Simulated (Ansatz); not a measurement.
# SiCl2 (SMILES Cl[Si]Cl): PBE/STO-3G

Aim: the electronic atomisation energy of SiCl2 at PBE/STO-3G, from 3 runs. 

The calculation is run with Ansatz 0.2.0.

39 further runs of the same task are left out: 4 that didn't finish, 35 set aside as unsound or not needed.

### Step 1. Starting point

SiCl2 has 3 atoms, charge 0, and is taken as a singlet. As SMILES, `Cl[Si]Cl`. The coordinates come from a GFN2-xTB relaxation.

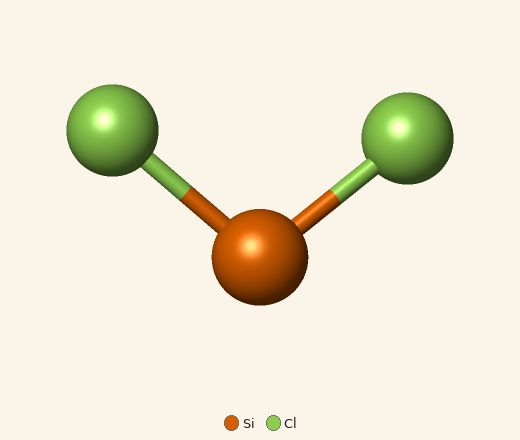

Viewed from a chosen angle; silicon orange, chlorine green.

### Step 2. The energy at PBE/STO-3G

File run.yaml:

```yaml
crystal:
  periodic: [false, false, false]
  atoms:
    - {symbol: Si, position_ang: [0.005140, -0.006950, -0.869340]}
    - {symbol: Cl, position_ang: [1.581630, -0.018940, 0.444080]}
    - {symbol: Cl, position_ang: [-1.586770, 0.025890, 0.425270]}
basis:
  gaussian:
    orbitals: STO-3G
hamiltonian:
  xc: pbe
accuracy: high
```

Run with:

```
$ ansatz run run.yaml --threads 1 --pin off --max-ram 2610MiB --events-out events.jsonl --progress --plain --runs-dir runs
```

Log:

```text
Warning: RAYON_NUM_THREADS=1 ignored (pool sized by the plan → 1); use --threads N
Functional definition: PBE
  name "PBE"
  parameter kappa = 0.804
  parameter beta = 0.06672455060314922
  exchange = pbe_x(kappa = kappa, mu = beta*pi^2/3)
  correlation = pbe_c(beta = beta)
487 factors; integrals over basis functions are off by at most 1.5e-8 eV
mean field evaluation 1: about -32542.4980 eV, gradient 2.2e1 eV
mean field evaluation 2: about -32533.3209 eV, gradient 5.3e1 eV
mean field evaluation 4: about -32545.1580 eV, gradient 5.4e-1 eV
mean field evaluation 8: about -32545.1544 eV, gradient 1.0e-2 eV
mean field evaluation 16: about -32545.1544 eV, gradient 2.1e-9 eV
mean field -32545.15439417 eV, -1196.0123640877 hartree, gradient 3.0e-9 eV, S^2 0.000000; 0 other end points of the search recorded, 0 dependent functions left out
reference -32545.15439578 eV, -1196.0123641468 hartree; 24, 24 occupied and 3, 3 virtual orbitals, 487 factors
Total energy: -32545.15439578 eV, -1196.0123641468 hartree
```

It took 1.3 s on 1 thread of Arm Neoverse V1, shared host; peak memory 0.098 GiB.

### Step 3. The Cl atom at the same level

File in.yaml:

```yaml
basis:
  gaussian:
    orbitals: STO-3G
crystal:
  periodic: [false, false, false]
  atoms:
    - {symbol: Cl, position_ang: [0.000000, 0.000000, 0.000000]}
magnetization:
  spin_polarized: true
  initial_magnetization: 1
hamiltonian:
  xc: pbe
accuracy: high
```

Run the same way, it converges to -454.91342 Eh (log not shown).

### Step 4. The Si atom at the same level

File in.yaml:

```yaml
crystal:
  periodic: [false, false, false]
  atoms:
    - {symbol: Si, position_ang: [0.000000, 0.000000, 0.000000]}
basis:
  gaussian: {orbitals: STO-3G}
magnetization: {spin_polarized: true, initial_magnetization: 2}
hamiltonian: {xc: {name: PBE}}
accuracy: high
```

Run the same way, it converges to -285.77131 Eh (log not shown).

### Step 5. Results

At PBE/STO-3G:

```
                     quantity           value
       molecule: total energy  -1196.01236 Eh
        Cl atom: total energy   -454.91342 Eh
                Cl atom: ⟨S²⟩           0.750
        Si atom: total energy   -285.77131 Eh
                Si atom: ⟨S²⟩           2.000
electronic atomisation energy       11.271 eV
```

**Reading.** Taking the molecule apart into free atoms costs 11.27 eV (1088 kJ/mol), before zero-point energy and without spin-orbit coupling. In a minimal basis such a difference can be off by several eV, whatever the method.
